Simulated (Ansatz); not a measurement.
Consider ZnSiP2 in the chalcopyrite structure (space group I-42d, No. 122; a = 5.3064 Å, c = 10.3798 Å).

The change: a negative pressure, −2 GPa.

Calculations: LDA (Ansatz, a first-principles code), spin-orbit coupling left out.

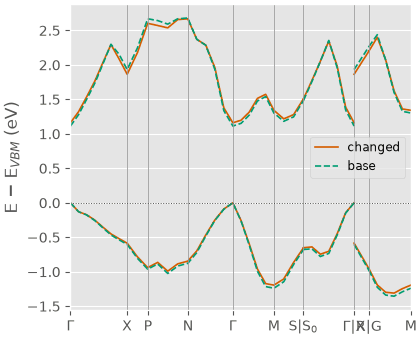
Highest valence and lowest conduction band along the path, each from its own valence-band maximum

Q: From the figure, how large is the changed gap, and is it direct?

A: About 1.16 eV, direct at Γ.

Load acts through the strain it causes; cell and atoms are relaxed under it. Stability against distortions was not tested.
